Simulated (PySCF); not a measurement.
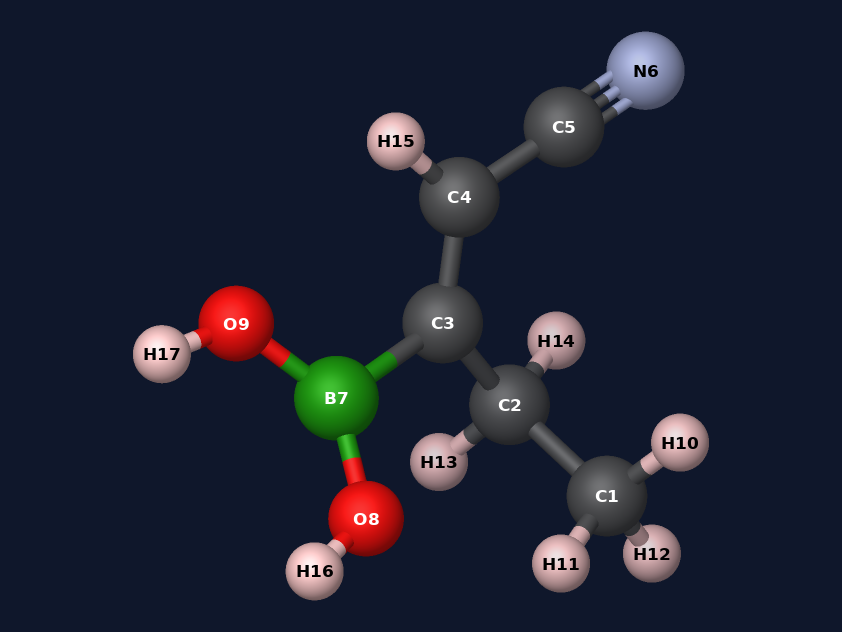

The species has charge +1 and is a spin doublet. The geometry was computed by an optimisation with GFN2-xTB. No frequency run is at hand to confirm it as a minimum. Method: UKS B3LYP, pcH-1 on B C H N O, non-relativistic (PySCF 2.14.0). Fermi-contact and spin-dipolar terms alone, no spin-orbit part.

**Which nucleus has the largest dipolar (anisotropic) hyperfine coupling?**

13C at C4: principal values −34.4, −31.9, 66.2 MHz.

List the isotropic and dipolar parts for the most strongly coupled nuclei, one of each equivalent set.

| atom | isotope | a_iso (MHz) | dipolar part (MHz) |
| --- | --- | --- | --- |
| C4 | 13C | 20.6 | −34.4, −31.9, 66.2 |
| C3 | 13C | 8.3 | −34.0, −24.4, 58.4 |
| N6 | 14N | 5.7 | −14.6, −12.0, 26.6 |
| H15 | 1H | −13.2 | −15.1, −5.3, 20.4 |
| C5 | 13C | −20.4 | −8.2, −5.4, 13.6 |
| C1 | 13C | 16.9 | −6.9, −6.5, 13.4 |
| C2 | 13C | −12.2 | −7.1, −5.8, 13.0 |
| O9 | 17O | −21.4 | −9.7, 4.6, 5.2 |

The geometry is semi-empirical. Around B such bond lengths and angles can be off by a tenth of an ångström or more and by several degrees, and values that hang on the shape move with them.
